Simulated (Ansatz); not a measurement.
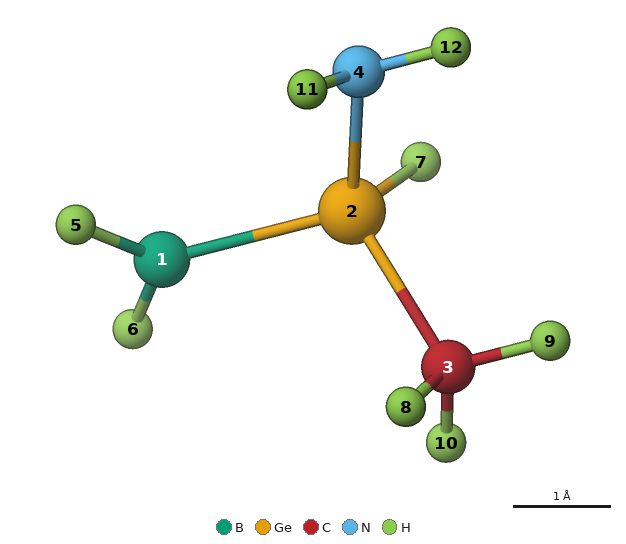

Orthographic view with a scale bar. The computed structure is the end point of a PBE-D4/def2-SVP optimisation. No frequency run is at hand to confirm it as a minimum.

Write Cartesian coordinates in Å in the frame of the picture: x to the right, y up, z towards the viewer, origin at the mean of the atomic positions.

```xyz
12
CH8BGeN
B   -1.87  -0.14  -0.75
Ge   0.10   0.36  -0.42
C    1.10  -1.25   0.19
N    0.17   1.80   0.77
H   -2.76   0.22   0.00
H   -2.17  -0.86  -1.68
H    0.81   0.87  -1.71
H    0.66  -1.67   1.12
H    2.15  -0.98   0.39
H    1.07  -2.04  -0.59
H   -0.36   1.62   1.63
H    1.12   2.06   1.06
```
